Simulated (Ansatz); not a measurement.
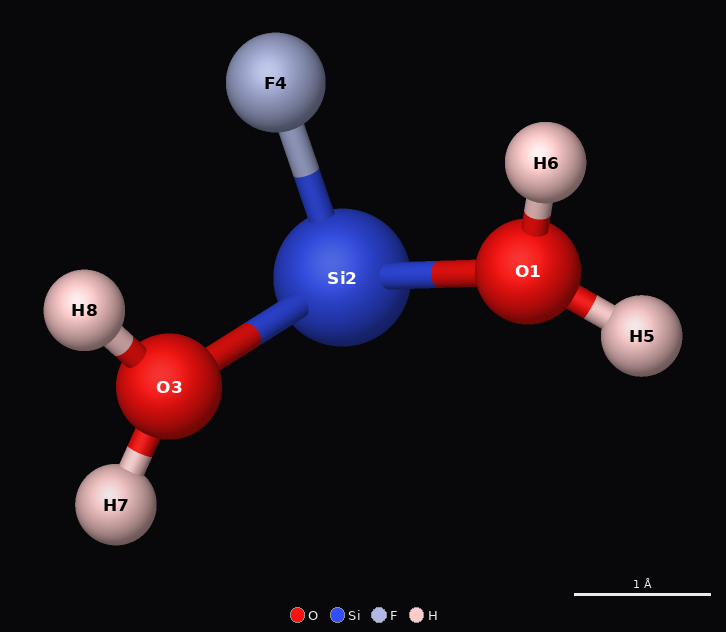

The view is orthographic, and the bar gives the scale. State: charge +1, singlet. The geometry was computed by an optimisation with PBE0-D4/def2-TZVP. No frequency run is at hand to confirm it as a minimum.

Reconstruct the coordinates (Å) as seen: x to the right, y up, z towards the viewer, origin at the mean of the atomic positions.

```xyz
8
FH4O2Si
O    1.40   0.15   0.25
Si   0.03   0.10  -1.17
O   -1.24  -0.70   0.10
F   -0.46   1.54  -0.66
H    2.24  -0.33   0.16
H    1.53   0.95   0.78
H   -1.64  -1.57  -0.06
H   -1.87  -0.14   0.59
```
